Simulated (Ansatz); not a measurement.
# Ligand exchange: SiH2(NH2)(SiH3) + C2H7NO → SiH2(OH)(SiH3) + C2H8N2

Species: SiH2(NH2)(SiH3), singlet; C2H7NO (ethanolamine) `NCCO`, singlet; SiH2(OH)(SiH3) (disilanol), singlet; C2H8N2 (ethylenediamine) `NCCN`, singlet. The partners trade NH2 for OH: Si–NH2 and C–OH bonds give way to Si–OH and C–NH2.

Shapes, held fixed at every level: PBE0-D4/def2-TZVP. Flexible molecules stand in one conformer, not always the lowest. Programs: Ansatz 0.2.0. Electronic energies: no zero-point or thermal term.

```tsv
level	kind	ΔE (kJ/mol)	less CCSD(T)/CBS estimate	CPU time (sum over the molecules)
r2SCAN-D4/def2-TZVPP	meta-GGA	-45.3	+1.2	62 s
B3LYP-D4/def2-TZVPP	global hybrid	-44.6	+1.9	67 s
PBE0-D4/def2-TZVPP	global hybrid	-43.4	+3.1	41 s
wB97M-V/def2-TZVPP	range-separated hybrid	-43.9	+2.6	2.1 min
MP2/def2-SVP	perturbation theory	-40.5	+6.0	–
CCSD(T)/def2-TZVPP	coupled cluster or CI	-45.9	+0.6	7.1 min
CCSD(T)/CBS estimate	coupled cluster or CI	-46.5	0.0	9.9 min
```

The highest level, CCSD(T)/CBS estimate, gives ΔE = -46.5 kJ/mol; the levels span -46.5 to -40.5. The column of differences is taken from that level and isn't an error. No measured value is set beside it here. The CBS estimate extrapolates MP2 from def2-TZVPP and def2-QZVPP and adds CCSD(T) − MP2 in the triple-zeta set, cores frozen. Times are processor times on shared x86 and Arm servers, and rough.

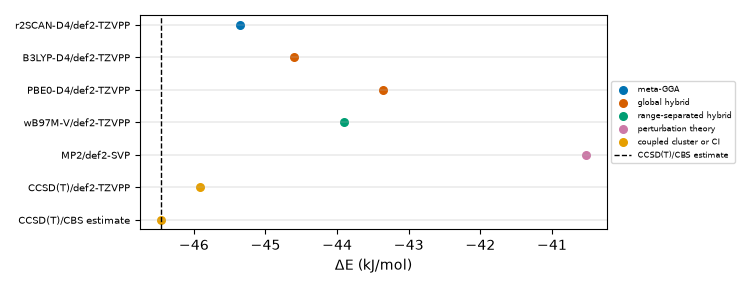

The values of the table, level by level.
